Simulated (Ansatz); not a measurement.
## Run report: AlSiH4OF, molecular dynamics (part 3 of 3)

The same run, continued: AlSiH4OF; RHF/def2-SVP (Ansatz 0.2.0). It belongs to a series of runs on one base structure; here: dynamics from the highest image of the converged band.

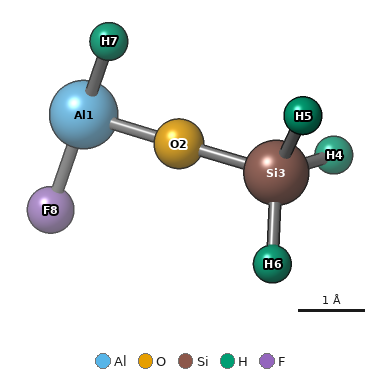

*The geometry at step 117 of the log (ball-and-stick view, seen at a tilt; atoms are numbered from 1 in the order of the input).*

## Trajectory as extended XYZ, continued
```
8
Properties=species:S:1:pos:R:3:forces:R:3 step=33 time_fs=16.5 energy=-19246.68320 temperature=3928.1
Al    0.4234    0.1412   -0.5401    0.9723   0.9662  -2.6786
O     0.2352   -0.1862    1.0920    0.4131   0.1118  -0.4481
Si   -0.1610   -0.5093    2.6446    0.0346  -0.2427   0.5302
H    -0.9145   -1.7533    2.6790   -0.2992  -0.4946  -0.0518
H     1.0055   -0.6925    3.5316    0.2783   0.0711  -0.2186
H    -0.9889    0.5154    3.2879   -0.1417   0.4045  -0.1826
H     1.9906    0.0081   -1.8220   -2.4378   0.0126   2.3126
F    -0.8866    0.9119   -1.3056    1.1803  -0.8289   0.7369
8
Properties=species:S:1:pos:R:3:forces:R:3 step=42 time_fs=21.0 energy=-19245.47816 temperature=2376.4
Al    0.4386    0.1276   -0.4962   -0.1177   2.3581  -7.4369
O     0.2062   -0.1514    1.0435    0.0090  -1.2579   4.3521
Si   -0.1701   -0.5162    2.6499    0.3926   0.3122  -0.6582
H    -0.8740   -1.8037    2.7081   -0.2839  -0.0392  -0.1372
H     1.0337   -0.6952    3.4892    0.1991   0.1188  -0.2342
H    -0.9466    0.5953    3.2393   -0.1022  -0.0998  -0.1586
H     1.4453    0.3072   -2.3906   -0.5650  -0.7911   3.1796
F    -0.8474    0.8950   -1.3014    0.4680  -0.6010   1.0934
8
Properties=species:S:1:pos:R:3:forces:R:3 step=50 time_fs=25.0 energy=-19245.01044 temperature=1772.7
Al    0.4519    0.1288   -0.4992   -0.4389   2.0003  -6.7824
O     0.1812   -0.1321    1.0397    0.0977  -1.5178   4.3904
Si   -0.1760   -0.5209    2.6512    0.3349   0.1933  -1.1112
H    -0.8827   -1.8573    2.7139    0.0808   0.7626  -0.0569
H     1.0893   -0.6796    3.4153   -0.1140   0.0705  -0.1007
H    -0.9269    0.6554    3.1735   -0.0558  -0.4969   0.0782
H     0.8600    0.4512   -2.3973    1.4743  -1.3016   2.5214
F    -0.8090    0.8750   -1.2885   -1.3789   0.2896   1.0611
8
Properties=species:S:1:pos:R:3:forces:R:3 step=58 time_fs=29.0 energy=-19244.64499 temperature=1298.9
Al    0.4632    0.1405   -0.5378    0.0063  -0.2487   0.5489
O     0.1575   -0.1266    1.0748    0.7444  -0.8177   0.3376
Si   -0.1798   -0.5242    2.6467    0.7647   0.5871  -1.0181
H    -0.8882   -1.8150    2.7125   -0.2007   0.0513   0.1279
H     1.1310   -0.6543    3.3294   -0.1767  -0.0564   0.2696
H    -0.9201    0.6498    3.1234   -0.2979  -0.1732   0.5594
H     0.5054    0.4001   -2.0559    3.7417  -1.4192  -1.5071
F    -0.7829    0.8582   -1.2673   -4.5818   2.0768   0.6817
8
Properties=species:S:1:pos:R:3:forces:R:3 step=67 time_fs=33.5 energy=-19245.82463 temperature=2815.2
Al    0.4741    0.1529   -0.5754   -1.2710  -0.6122   3.5767
O     0.1401   -0.1294    1.1169    1.5612   0.0583  -3.5943
Si   -0.1794   -0.5241    2.6359    0.3304   0.7103   0.5532
H    -0.9310   -1.7640    2.7328   -0.2410  -0.5012   0.1425
H     1.1478   -0.6368    3.2819   -0.1381  -0.1663   0.4854
H    -0.9606    0.6094    3.1629   -0.1010  -0.0984   0.5115
H     0.7681    0.0797   -2.0006    3.1664  -1.3952  -1.7188
F    -0.7947    0.8582   -1.2369   -3.3071   2.0047   0.0440
8
Properties=species:S:1:pos:R:3:forces:R:3 step=75 time_fs=37.5 energy=-19246.29583 temperature=3428.8
Al    0.4790    0.1587   -0.5886    0.3516  -1.6591  -0.3297
O     0.1396   -0.1320    1.1211    1.5002   0.4358  -4.1533
Si   -0.1774   -0.5203    2.6291   -0.7459  -0.1744   1.8964
H    -0.9984   -1.7806    2.7700    0.4769   0.3059  -0.1623
H     1.1381   -0.6460    3.3121   -0.2316  -0.1387   0.2431
H    -1.0113    0.5548    3.2753    0.3715  -0.2663  -0.0992
H     1.4683   -0.3854   -2.2263   -0.9836   0.7082   3.0732
F    -0.8346    0.8754   -1.2093   -0.7392   0.7887  -0.4682
8
Properties=species:S:1:pos:R:3:forces:R:3 step=83 time_fs=41.5 energy=-19245.44334 temperature=2331.9
Al    0.4849    0.1558   -0.6020    0.2767  -1.5860   0.0147
O     0.1531   -0.1308    1.0874    0.9817   0.1954  -2.0184
Si   -0.1787   -0.5171    2.6316   -0.4157  -0.3861   1.0053
H    -1.0039   -1.7647    2.7838    0.4253   0.1345  -0.3771
H     1.0964   -0.6756    3.3787   -0.0730  -0.0453  -0.0753
H    -1.0133    0.4690    3.3771    0.2546   0.2329  -0.3860
H     2.0591   -0.7636   -2.0428   -2.2622   1.4892   2.2704
F    -0.8811    0.8993   -1.1850    0.8126  -0.0347  -0.4335
8
Properties=species:S:1:pos:R:3:forces:R:3 step=92 time_fs=46.0 energy=-19245.44908 temperature=2339.5
Al    0.4933    0.1418   -0.6172    0.1089  -1.1584   0.0915
O     0.1793   -0.1277    1.0285    0.1733  -0.2831   1.4258
Si   -0.1821   -0.5155    2.6399    0.7923   0.1489  -1.1972
H    -0.9480   -1.7405    2.7340   -0.2917  -0.6921  -0.3323
H     1.0417   -0.7168    3.4415    0.2749   0.0492  -0.2292
H    -0.9779    0.4212    3.4280   -0.1942   0.7585  -0.3101
H     2.3140   -0.9190   -1.4316   -2.8413   1.8610   0.9467
F    -0.9255    0.9258   -1.1619    1.9778  -0.6839  -0.3953
8
Properties=species:S:1:pos:R:3:forces:R:3 step=100 time_fs=50.0 energy=-19246.23244 temperature=3344.4
Al    0.5015    0.1224   -0.6298   -0.4247  -0.4012   0.8106
O     0.2044   -0.1274    0.9890   -0.7554  -0.4922   3.9211
Si   -0.1815   -0.5137    2.6412    0.5623  -0.0123  -2.2925
H    -0.9273   -1.8017    2.6376   -0.0356   0.2033  -0.0739
H     1.0301   -0.7461    3.4615    0.1814   0.1115  -0.2694
H    -0.9664    0.4841    3.4168    0.0128   0.1285  -0.5494
H     2.0924   -0.7621   -0.7364   -2.1027   1.5280  -1.0570
F    -0.9485    0.9437   -1.1449    2.5619  -1.0655  -0.4894
8
Properties=species:S:1:pos:R:3:forces:R:3 step=108 time_fs=54.0 energy=-19244.76778 temperature=1465.6
Al    0.5036    0.1025   -0.6382   -6.9716   3.2835   0.0368
O     0.2219   -0.1317    0.9864   -2.0681  -0.4604   5.0153
Si   -0.1777   -0.5119    2.6301    0.3600  -0.0632  -2.8140
H    -0.9147   -1.8385    2.5323    0.1054   0.7346   0.3428
H     1.0445   -0.7590    3.4422   -0.0487   0.1245  -0.1700
H    -0.9549    0.5689    3.3277    0.1165  -0.3875  -0.3731
H     1.6615   -0.4253   -0.1929    5.8703  -1.9771  -1.4195
F    -0.9510    0.9531   -1.1319    2.6362  -1.2544  -0.6182
8
Properties=species:S:1:pos:R:3:forces:R:3 step=117 time_fs=58.5 energy=-19245.06371 temperature=1838.6
Al    0.4703    0.0968   -0.6438   -0.7377   1.0402   3.3026
O     0.2197   -0.1417    1.0355   -1.3785  -0.2536   1.0726
Si   -0.1708   -0.5101    2.6001    0.6355   0.2399  -1.7258
H    -0.8952   -1.7739    2.4746   -0.4871  -0.3167   0.5431
H     1.0558   -0.7520    3.3938   -0.0292   0.0620   0.1418
H    -0.9298    0.6082    3.1712   -0.2539  -0.0308   0.3594
H     1.9265   -0.2509    0.1160    0.4700   0.2277  -2.8718
F    -0.9291    0.9519   -1.1234    1.7809  -0.9686  -0.8219
8
Properties=species:S:1:pos:R:3:forces:R:3 step=125 time_fs=62.5 energy=-19244.96215 temperature=1711.1
Al    0.4315    0.0997   -0.6316    2.4740   0.2579   4.9226
O     0.2037   -0.1529    1.0908    0.3406   0.4254  -4.4717
Si   -0.1616   -0.5075    2.5642   -0.4277  -0.3115   1.7820
H    -0.9436   -1.7468    2.5083   -0.3492  -0.3598   0.4845
H     1.0597   -0.7352    3.3695   -0.0553  -0.0028   0.2519
H    -0.9407    0.6298    3.0799   -0.2010  -0.0388   0.5932
H     2.3609   -0.1126   -0.0156   -2.2249   0.3100  -2.3946
F    -0.8943    0.9426   -1.1228    0.4433  -0.2805  -1.1678
8
Properties=species:S:1:pos:R:3:forces:R:3 step=133 time_fs=66.5 energy=-19245.47393 temperature=2371.8
Al    0.4065    0.1043   -0.5926    4.3205   0.0241   3.6700
O     0.1904   -0.1604    1.1055    1.2615   0.6160  -6.6727
Si   -0.1552   -0.5068    2.5383   -2.1800  -1.1446   5.2384
H    -1.0348   -1.7614    2.6110    0.5271   0.5474   0.0652
H     1.0541   -0.7183    3.3791   -0.1325  -0.0231   0.0247
H    -0.9766    0.6401    3.0718    0.2525  -0.4105   0.2726
H     2.4725    0.0693   -0.5069   -3.1766  -0.0394  -1.1183
F    -0.8559    0.9310   -1.1318   -0.8724   0.4301  -1.4799
8
Properties=species:S:1:pos:R:3:forces:R:3 step=142 time_fs=71.0 energy=-19247.08792 temperature=4447.4
Al    0.4068    0.1105   -0.5265    3.7898   1.1056  -1.7810
O     0.1883   -0.1636    1.0541    0.6200  -0.7665  -0.6763
Si   -0.1609   -0.5126    2.5404   -1.4957  -0.3011   3.4568
H    -1.0548   -1.7002    2.7347    0.3747  -0.0258  -0.4015
H     1.0304   -0.7036    3.3943    0.1537  -0.0447  -0.1407
H    -0.9778    0.5908    3.1125    0.1941   0.0815   0.0440
H     2.0391    0.2606   -1.2438   -2.2533  -0.5960   0.7592
F    -0.8208    0.9218   -1.1559   -1.3832   0.5470  -1.2605
8
Properties=species:S:1:pos:R:3:forces:R:3 step=150 time_fs=75.0 energy=-19246.57213 temperature=3785.3
Al    0.4291    0.1226   -0.4778    1.0777   2.4614  -7.8389
O     0.1929   -0.1738    1.0002   -0.3522  -2.2218   6.6970
Si   -0.1745   -0.5195    2.5627    0.2294   0.7810   0.7153
H    -1.0194   -1.6541    2.7875   -0.4148  -1.1028  -0.4161
H     1.0309   -0.6976    3.3871    0.3170  -0.0508  -0.1656
H    -0.9498    0.5582    3.1596   -0.1165   0.6378   0.0198
H     1.3149    0.3396   -1.8088    0.9169  -0.9917   1.1030
F    -0.8013    0.9183   -1.1877   -1.6576   0.4868  -0.1145
8
Properties=species:S:1:pos:R:3:forces:R:3 step=158 time_fs=79.0 energy=-19245.26891 temperature=2107.5
Al    0.4586    0.1478   -0.4714   -0.2529   1.8656  -8.4936
O     0.1950   -0.2039    1.0042   -0.3333  -1.8543   6.2566
Si   -0.1879   -0.5231    2.5903    0.0754   0.1329   0.3235
H    -1.0243   -1.7402    2.7761    0.1787   0.1105  -0.3631
H     1.0722   -0.6990    3.3550   -0.0472  -0.0388  -0.1256
H    -0.9314    0.6051    3.2052    0.0774  -0.0056  -0.2508
H     0.7011    0.2659   -2.1953    2.2899  -1.2998   1.5636
F    -0.7954    0.9192   -1.2204   -1.9881   1.0895   1.0894
8
Properties=species:S:1:pos:R:3:forces:R:3 step=167 time_fs=83.5 energy=-19245.08317 temperature=1867.4
Al    0.4893    0.1874   -0.5178   -2.1265  -0.6283  -3.1013
O     0.1949   -0.2567    1.0720    0.8108   0.3435  -1.0295
Si   -0.2023   -0.5265    2.6236    0.1562  -0.6349   0.5701
H    -1.0039   -1.8197    2.7058    0.2795   0.8334   0.1168
H     1.1101   -0.7081    3.3037   -0.2862  -0.0528   0.3106
H    -0.9005    0.6570    3.2164    0.0013  -0.4166  -0.1337
H     0.4127   -0.0433   -2.3475    2.3562  -0.9218   1.8622
F    -0.8069    0.9308   -1.2471   -1.1914   1.4776   1.4047
8
Properties=species:S:1:pos:R:3:forces:R:3 step=175 time_fs=87.5 energy=-19245.67102 temperature=2624.9
Al    0.5043    0.2195   -0.5800   -3.1395  -2.4429   0.1343
O     0.2024   -0.3015    1.1271    1.4681   1.7151  -4.8027
Si   -0.2138   -0.5326    2.6563    1.1478  -0.2429   0.2222
H    -0.9527   -1.7809    2.6588   -0.6412  -0.3424   0.5383
H     1.1028   -0.7246    3.3056   -0.1481  -0.0555   0.6966
H    -0.8764    0.6484    3.2075   -0.4067   0.0743   0.2981
H     0.5343   -0.4640   -2.1834    1.8391  -0.0153   1.8573
F    -0.8276    0.9534   -1.2592   -0.1196   1.3095   1.0558
8
Properties=species:S:1:pos:R:3:forces:R:3 step=183 time_fs=91.5 energy=-19246.44278 temperature=3618.1
Al    0.5021    0.2382   -0.6418   -2.7584  -3.4276   2.6027
O     0.2231   -0.3306    1.1394    1.0909   2.0674  -4.1822
Si   -0.2195   -0.5401    2.6900    1.2485  -0.0724  -0.7390
H    -0.9859   -1.7767    2.6883   -0.5765  -0.2909   0.5180
H     1.0687   -0.7486    3.4059   -0.2621   0.0171   0.4714
H    -0.9065    0.6419    3.2363   -0.2592  -0.0202   0.1781
H     0.9295   -0.8861   -1.7518    0.7383   1.0471   0.8005
F    -0.8493    0.9864   -1.2629    0.7785   0.6795   0.3504
8
Properties=species:S:1:pos:R:3:forces:R:3 step=192 time_fs=96.0 energy=-19246.09423 temperature=3169.6
Al    0.4820    0.2353   -0.6938   -0.7854  -4.2935   4.0214
O     0.2578   -0.3403    1.1082   -0.1550   1.6910  -1.1177
Si   -0.2185   -0.5494    2.7227    0.1846  -0.3658  -1.8313
H    -1.1060   -1.8001    2.8071    0.4985   0.8174   0.0208
H     0.9825   -0.7718    3.5940   -0.2736   0.0873  -0.2256
H    -0.9790    0.6238    3.2927    0.2515  -0.3531  -0.3141
H     1.4914   -1.1520   -1.1223   -0.9096   2.3875  -0.4046
F    -0.8665    1.0299   -1.2638    1.1889   0.0292  -0.1489
8
Properties=species:S:1:pos:R:3:forces:R:3 step=200 time_fs=100.0 energy=-19245.25865 temperature=2093.7
Al    0.4585    0.2078   -0.7161    0.3937  -3.2614   4.7993
O     0.2877   -0.3316    1.0673   -1.1699   0.9896   1.0177
Si   -0.2160   -0.5594    2.7413    0.0998   0.2461  -2.6728
H    -1.1525   -1.7165    2.9195    0.3433   0.0484  -0.4291
H     0.8686   -0.7799    3.7336    0.2859   0.0524  -0.5128
H    -1.0125    0.5641    3.3002    0.1898   0.2640  -0.3442
H     1.8652   -1.0290   -0.6238   -1.5827   2.1432  -1.6382
F    -0.8717    1.0690   -1.2654    1.4400  -0.4824  -0.2198
```

The run was set up as follows.

## Input
```yaml
crystal:
  periodic: [false, false, false]
  atoms:
    - { symbol: Al, position_ang: [0.418129, 0.193631, -0.664111] }
    - { symbol: O, position_ang: [0.33028, -0.239713, 1.093877] }
    - { symbol: Si, position_ang: [-0.161192, -0.516877, 2.675324] }
    - { symbol: H, position_ang: [-0.947347, -1.765467, 2.742924] }
    - { symbol: H, position_ang: [1.048375, -0.64776, 3.511547] }
    - { symbol: H, position_ang: [-0.980983, 0.618363, 3.144052] }
    - { symbol: H, position_ang: [1.455536, -0.538502, 0.452465] }
    - { symbol: F, position_ang: [-0.931499, 0.915625, -1.291776] }
basis:
  gaussian: { orbitals: def2-SVP }
hamiltonian:
  xc: hf
md:
  timestep: 0.5
  n_steps: 200
  ensemble: nve
  temperature: 300.0
  initial_velocities: maxwell_boltzmann
  seed: 10069
```

Run as:
```bash
ansatz run input.yaml --threads 1 --pin off --max-ram 2048MiB --backend cpu --events-out ev --progress --plain --runs-dir out
```

## Key numbers

- outcome: finished
- mean temperature over the second half: 2660 K
- trajectory: 200 steps, 100 fs
- ensemble: nve
- temperature in the input: 300.0 K
- time step: 0.5 fs
- potential energy (last step): −19245.2587 eV
- mean-field energy (last step): −19245.2587 eV
- largest force (length of the vector) (last step): 5.816 eV/Å
- hardware: 1 thread of Intel Xeon (Granite Rapids), 32 GiB of memory available, shared host
- wall time: 2.5 min
- peak memory: 0.15 GiB

So short a trajectory is not equilibrated.
